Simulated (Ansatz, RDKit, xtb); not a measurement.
# Isomers of C4H5FGeS, a sample narrowed down, part 2 of 2

Which of a sample of isomers of C4H5FGeS is the most stable in the gas at 298.15 K, and what are its properties? The sample is small against all isomers, and the most stable one of this formula need not be in it.

xtb, Ansatz and PySCF; isolated molecules.

## (7) Harmonic analysis of the finalists

The lowest few go on as finalists. In this search the thermal terms come from GFN2-xTB at its own nearest minimum. The first, c062a:

start.xyz

```xyz
12
c062a
C      0.312807    -0.043843    -0.676648
C     -0.734197    -0.940914    -0.322656
C     -0.336162    -1.787149     0.681270
C      1.486321    -0.185040     0.025594
F      0.156112     0.878166    -1.636507
Ge     3.120420     0.855359    -0.182500
S      1.292512    -1.479218     1.172487
H     -1.716305    -0.942252    -0.795985
H     -0.915032    -2.576854     1.158776
H      3.665472     0.700377    -1.614732
H      2.838144     2.343215     0.098619
H      4.149928     0.318425     0.829500
```

Command:

```bash
$ xtb start.xyz --gfn 2 --ohess tight
```

Standard output (excerpt; [...] marks lines left out):

```text
* xtb version 6.7.1
[...]
          :  # basis functions                  45          :
[...]
          :  # electrons                        38          :
[...]
          :  Hamiltonian                  GFN2-xTB          :
[...]
          :  net charge                          0          :
          :  unpaired electrons                  0          :
[...]
   *** convergence criteria satisfied after 13 iterations ***
[...]
   *** GEOMETRY OPTIMIZATION CONVERGED AFTER 9 ITERATIONS ***
[...]
   *** convergence criteria satisfied after 3 iterations ***
[...]
         ::                     SUMMARY                     ::
         :::::::::::::::::::::::::::::::::::::::::::::::::::::
         :: total energy             -20.985959090203 Eh    ::
         :: gradient norm              0.000158178110 Eh/a0 ::
         :: HOMO-LUMO gap              3.756363312571 eV    ::
         ::.................................................::
         :: SCC energy               -21.204216842500 Eh    ::
         :: -> isotropic ES            0.009258334137 Eh    ::
         :: -> anisotropic ES          0.000505442408 Eh    ::
         :: -> anisotropic XC          0.002691023121 Eh    ::
         :: -> dispersion             -0.010356329149 Eh    ::
         :: repulsion energy           0.218257752296 Eh    ::
         :: add. restraining           0.000000000000 Eh    ::
         :: total charge               0.000000000000 e     ::
         :::::::::::::::::::::::::::::::::::::::::::::::::::::
[...]
        19        2.0000           -0.4006484             -10.9022 (HOMO)
        20                         -0.2626047              -7.1458 (LUMO)
[...]
molecular dipole:
                 x           y           z       tot (Debye)
 q only:        0.240      -0.327       0.430
   full:       -0.231      -0.460       0.330       1.553
molecular quadrupole (traceless):
[...]
          | TOTAL ENERGY              -20.985959090204 Eh   |
          | TOTAL ENTHALPY            -20.907420486831 Eh   |
          | TOTAL FREE ENERGY         -20.950685024301 Eh   |
          | GRADIENT NORM               0.000158196629 Eh/α |
[...]
```

Wall time 0.33 s (2 threads of Arm Neoverse V1, shared host); peak memory 0.11 GiB.

## (8) Zero-point energy and free-energy terms

As xtb prints them, at 298.15 K, with its own treatment of low modes:

```tsv
label	SMILES	spin	lowest mode (cm⁻¹)	zero-point (kcal/mol)	G − E (kcal/mol)
c062a	Fc1ccs[c]1[GeH3]	singlet	36	43.5	22.1
c493a	Fc1csc[c]1[GeH3]	singlet	85	43.5	22.2
c625a	Fc1cs[c]([GeH3])c1	singlet	43	43.5	22.1
c042a	Fc1scc[c]1[GeH3]	singlet	49	43.5	22.1
c893a	Fc1cc[c]([GeH3])s1	singlet	64	43.5	22.2
c277a	Fc1c[c]([GeH3])cs1	singlet	55	43.4	22.0
```

## (9) Last filter: a higher level

Each finalist gets a single point at CCSD(T)/def2-SVP + MP2/def2-TZVPP - MP2/def2-SVP.

c062a, CCSD(T)/def2-SVP:

input.yaml

```yaml
crystal:
  periodic: [false, false, false]
  atoms:
    - {symbol: C, position_ang: [0.312807, -0.043843, -0.676648]}
    - {symbol: C, position_ang: [-0.734197, -0.940914, -0.322656]}
    - {symbol: C, position_ang: [-0.336162, -1.787149, 0.681270]}
    - {symbol: C, position_ang: [1.486321, -0.185040, 0.025594]}
    - {symbol: F, position_ang: [0.156112, 0.878166, -1.636507]}
    - {symbol: Ge, position_ang: [3.120420, 0.855359, -0.182500]}
    - {symbol: S, position_ang: [1.292512, -1.479218, 1.172487]}
    - {symbol: H, position_ang: [-1.716305, -0.942252, -0.795985]}
    - {symbol: H, position_ang: [-0.915032, -2.576854, 1.158776]}
    - {symbol: H, position_ang: [3.665472, 0.700377, -1.614732]}
    - {symbol: H, position_ang: [2.838144, 2.343215, 0.098619]}
    - {symbol: H, position_ang: [4.149928, 0.318425, 0.829500]}
basis:
  gaussian:
    orbitals: def2-SVP
correlation:
  method: ccsd_t
  frozen_orbitals: {Ge: 9, S: 5, H: 0, C: 1, F: 1}
```

Command:

```bash
$ ansatz run input.yaml --threads 2 --pin off --max-ram 5220MiB --events-out events.jsonl --progress --plain --runs-dir runs
```

Standard output (excerpt; [...] marks lines left out):

```text
Warning: RAYON_NUM_THREADS=2 ignored (pool sized by the plan → 2); use --threads N
Functional definition: HF
  name "HF"
[...]
1445 factors; integrals over basis functions are off by at most 1.4e-3 eV
[...]
mean field -74180.88707133 eV, -2726.0973182603 hartree, gradient 2.6e-6 eV, S^2 0.000000; 0 other end points of the search recorded, 0 dependent functions left out; unrestricted orbitals would lower it
19 core orbitals not correlated: weight in the atoms' cores, before any rotation towards them, 1.000 or more for the frozen orbitals, at most 0.000 for the correlated occupied ones
reference -74180.88707133 eV, -2726.0973182603 hartree; 24, 24 occupied and 102, 102 virtual orbitals, 1445 factors
second order -29.08395338 eV of doubles, -0.00000000 eV of singles
cycle   1  -28.97933779 eV  change    1.0e-1 eV  update   1.4e-1
[...]
cycle  10  -30.03852966 eV  change    9.5e-6 eV  update   2.2e-5
perturbative correction -1.14541726 eV, -0.0420933078 hartree
Total energy: -74212.07101825 eV, -2727.2433071723 hartree
```

It took 71 s on 2 threads of Arm Neoverse V1, shared host; peak memory 1.2 GiB.

## (10) c062a at MP2/def2-TZVPP

input.yaml

```yaml
crystal:
  periodic: [false, false, false]
  atoms:
    - symbol: C
      position_ang: [0.312807, -0.043843, -0.676648]
    - symbol: C
      position_ang: [-0.734197, -0.940914, -0.322656]
    - symbol: C
      position_ang: [-0.336162, -1.787149, 0.681270]
    - symbol: C
      position_ang: [1.486321, -0.185040, 0.025594]
    - symbol: F
      position_ang: [0.156112, 0.878166, -1.636507]
    - symbol: Ge
      position_ang: [3.120420, 0.855359, -0.182500]
    - symbol: S
      position_ang: [1.292512, -1.479218, 1.172487]
    - symbol: H
      position_ang: [-1.716305, -0.942252, -0.795985]
    - symbol: H
      position_ang: [-0.915032, -2.576854, 1.158776]
    - symbol: H
      position_ang: [3.665472, 0.700377, -1.614732]
    - symbol: H
      position_ang: [2.838144, 2.343215, 0.098619]
    - symbol: H
      position_ang: [4.149928, 0.318425, 0.829500]
basis:
  gaussian: {orbitals: def2-TZVPP}
correlation: {method: mp2, frozen_orbitals: {Ge: 9, S: 5, H: 0, C: 1, F: 1}}
```

Command:

```bash
$ ansatz run input.yaml --threads 2 --pin off --max-ram 5220MiB --events-out events.jsonl --progress --plain --runs-dir runs
```

Standard output:

```text
Warning: RAYON_NUM_THREADS=2 ignored (pool sized by the plan → 2); use --threads N
[... 2 set-up lines as earlier in the session ...]
  exchange = exact_x
  correlation = 0
1942 factors; integrals over basis functions are off by at most 9.2e-4 eV
mean field evaluation 1: about -74195.6803 eV, gradient 3.6e1 eV
mean field evaluation 2: about -74196.1139 eV, gradient 3.6e1 eV
mean field evaluation 4: about -74199.8350 eV, gradient 5.3e0 eV
mean field evaluation 8: about -74199.9374 eV, gradient 4.9e-1 eV
mean field evaluation 16: about -74199.9394 eV, gradient 2.9e-6 eV
mean field -74199.93940887 eV, -2726.7974787507 hartree, gradient 2.9e-6 eV, S^2 0.000000; 0 other end points of the search recorded, 0 dependent functions left out; unrestricted orbitals would lower it
19 core orbitals not correlated: weight in the atoms' cores, before any rotation towards them, 1.000 or more for the frozen orbitals, at most 0.000 for the correlated occupied ones
reference -74199.93940887 eV, -2726.7974787507 hartree; 24, 24 occupied and 272, 272 virtual orbitals, 1942 factors
second order -35.71592106 eV of doubles, -0.00000000 eV of singles
Total energy: -74235.65532993 eV, -2728.1100146404 hartree
```

Run time: 21 s. Hardware: 2 threads of Arm Neoverse V1, shared host; peak memory 1.1 GiB.

## (11) c493a at CCSD(T)/def2-SVP

input.yaml

```yaml
crystal:
  periodic: [false, false, false]
  atoms:
    - symbol: C
      position_ang: [0.126759, 0.514584, -0.050300]
    - symbol: C
      position_ang: [-0.933216, 0.137116, 0.728496]
    - symbol: C
      position_ang: [0.954918, -1.481861, 0.726698]
    - symbol: C
      position_ang: [1.229238, -0.395930, -0.072422]
    - symbol: F
      position_ang: [0.153655, 1.654487, -0.753509]
    - symbol: Ge
      position_ang: [2.871866, -0.119808, -1.092515]
    - symbol: S
      position_ang: [-0.602810, -1.387437, 1.478598]
    - symbol: H
      position_ang: [-1.866737, 0.671807, 0.890102]
    - symbol: H
      position_ang: [1.589909, -2.346229, 0.919522]
    - symbol: H
      position_ang: [3.577167, 1.171251, -0.634304]
    - symbol: H
      position_ang: [3.787036, -1.332814, -0.834282]
    - symbol: H
      position_ang: [2.557695, -0.015765, -2.597403]
basis:
  gaussian:
    orbitals: def2-SVP
correlation:
  method: ccsd_t
  frozen_orbitals: {Ge: 9, S: 5, H: 0, C: 1, F: 1}
```

Command:

```bash
$ ansatz run input.yaml --threads 2 --pin off --max-ram 5220MiB --events-out events.jsonl --progress --plain --runs-dir runs
```

Standard output (excerpt; [...] marks lines left out):

```text
Warning: RAYON_NUM_THREADS=2 ignored (pool sized by the plan → 2); use --threads N
[... 2 set-up lines as earlier in the session ...]
[...]
1447 factors; integrals over basis functions are off by at most 1.3e-3 eV
[...]
mean field -74180.82656840 eV, -2726.0950948186 hartree, gradient 8.1e-6 eV, S^2 0.000000; 0 other end points of the search recorded, 0 dependent functions left out; unrestricted orbitals would lower it
19 core orbitals not correlated: weight in the atoms' cores, before any rotation towards them, 1.000 or more for the frozen orbitals, at most 0.000 for the correlated occupied ones
reference -74180.82656840 eV, -2726.0950948186 hartree; 24, 24 occupied and 102, 102 virtual orbitals, 1447 factors
second order -29.08584156 eV of doubles, -0.00000000 eV of singles
cycle   1  -28.99526556 eV  change    9.1e-2 eV  update   1.4e-1
[...]
cycle  10  -30.05061786 eV  change    9.1e-6 eV  update   2.1e-5
perturbative correction -1.14513211 eV, -0.0420828287 hartree
Total energy: -74212.02231837 eV, -2727.2415174846 hartree
```

It took 71 s on 2 threads of Arm Neoverse V1, shared host; peak memory 1.2 GiB.

For c062a, c493a, c625a, c042a, c893a, c277a the log finds that unrestricted Hartree-Fock orbitals lie lower, a sign to watch the closed-shell reference there.

## (12) Putting it together

Energies in kcal/mol from c062a; G adds the thermal terms to the CCSD(T)/def2-SVP + MP2/def2-TZVPP - MP2/def2-SVP energy. The columns left of the relaxed level are at the tight-binding geometries.

```tsv
label	SMILES	spin	GFN2-xTB	HF/STO-3G	r2SCAN-D4/def2-SVP	B3LYP/def2-SVP	HF/def2-SVP	MP2/def2-SVP	CCSD(T)/def2-SVP + MP2/def2-TZVPP - MP2/def2-SVP	G	share at equilibrium	T1
c062a	Fc1ccs[c]1[GeH3]	singlet	0.0	0.0	0.0	0.0	0.0	0.0	0.0	0.0	82.3 %	0.012
c493a	Fc1csc[c]1[GeH3]	singlet	0.2	0.7	1.5	1.1	1.4	1.4	1.1	1.2	11.2 %	0.012
c625a	Fc1cs[c]([GeH3])c1	singlet	1.9	1.4	1.7	1.9	2.0	2.2	1.5	1.5	6.5 %	0.012
c042a	Fc1scc[c]1[GeH3]	singlet	2.9	0.2	5.0	4.9	5.8	5.2	5.1	5.0	< 0.1 %	0.012
c893a	Fc1cc[c]([GeH3])s1	singlet	4.0	0.8	4.8	5.0	5.7	5.5	5.0	5.1	< 0.1 %	0.012
c277a	Fc1c[c]([GeH3])cs1	singlet	4.8	1.2	6.3	6.2	7.1	6.8	6.1	5.9	< 0.1 %	0.012
```

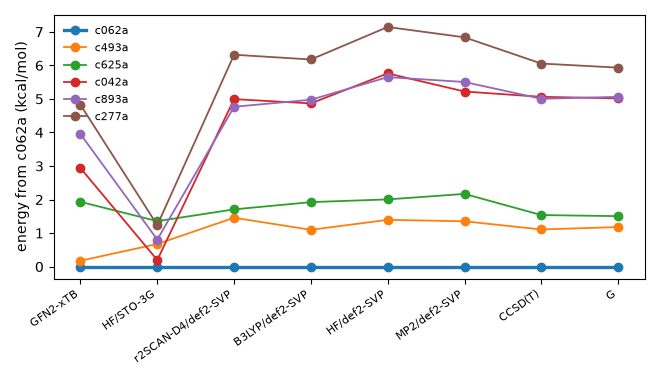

The finalists at each level, measured from c062a.

Lowest found: c062a, `Fc1ccs[c]1[GeH3]`, a singlet. Bond lengths: C1–C2 1.423 Å, C2–C3 1.372 Å, C1–C4 1.375 Å, C1–F5 1.340 Å, C4–Ge6 1.948 Å, C3–S7 1.729 Å, C4–S7 1.740 Å, C2–H8 1.090 Å, C3–H9 1.089 Å, Ge6–H10 1.540 Å, Ge6–H11 1.540 Å, Ge6–H12 1.540 Å. Some angles: C1–C2–C3 110.9°, C2–C1–C4 115.9°, C2–C1–F5 121.7°, C4–C1–F5 122.4°, C2–C3–S7 111.8°, C1–C4–Ge6 127.3°, C1–C4–S7 108.5°, Ge6–C4–S7 124.1°, C3–S7–C4 92.9°, C1–C2–H8 123.7°.

```xyz
12

C     0.3128   -0.0438   -0.6766
C    -0.7342   -0.9409   -0.3227
C    -0.3362   -1.7871    0.6813
C     1.4863   -0.1850    0.0256
F     0.1561    0.8782   -1.6365
Ge    3.1204    0.8554   -0.1825
S     1.2925   -1.4792    1.1725
H    -1.7163   -0.9423   -0.7960
H    -0.9150   -2.5769    1.1588
H     3.6655    0.7004   -1.6147
H     2.8381    2.3432    0.0986
H     4.1499    0.3184    0.8295
```

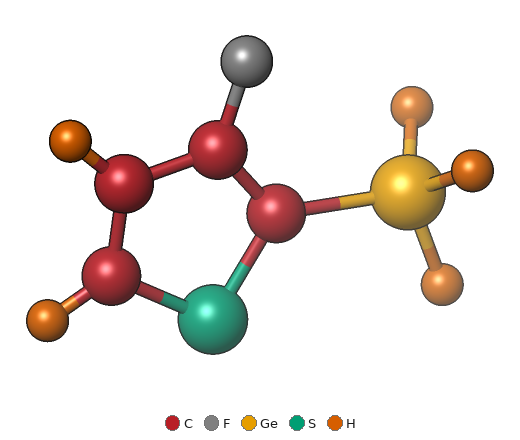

The lowest structure found, seen from a chosen angle (carbon red, fluorine grey, germanium amber, sulfur teal, hydrogen orange).

## (13) Summary of results

What follows sums up all 2 parts.

```
                                 quantity                                                                                                               value
                   lowest structure found                                                                                           Fc1ccs[c]1[GeH3], singlet
                            next finalist                                                                 Fc1csc[c]1[GeH3], singlet, 1.2 kcal/mol higher in G
share at equilibrium, among the finalists                                                                                                              82.3 %
                                   funnel  6 starts, 6 minima at GFN2-xTB from these starts (9 with those found later), 9 screening runs, 6 relaxed, 6 ranked
                     CPU time of all runs                                                                                                              35 min
```

What this shows: `Fc1ccs[c]1[GeH3]` comes out lowest. Its margin of 1.2 kcal/mol is inside the likely error of CCSD(T)/def2-SVP + MP2/def2-TZVPP - MP2/def2-SVP with harmonic terms (about 1.5 kcal/mol), so the order of the first two is not settled. GFN2-xTB, HF/STO-3G, r2SCAN-D4/def2-SVP, B3LYP/def2-SVP, HF/def2-SVP and MP2/def2-SVP already put its bonding pattern lowest among the structures in one piece. The largest share of the time went into the final energies (52 % of the CPU time that the search's summary counts). The search is not exhaustive (a finite list of starts, one conformer a finalist), so a lower isomer can't be ruled out. Only 6 drawn patterns were tried, so whole families of isomers are missing, and the result ranks this sample alone.
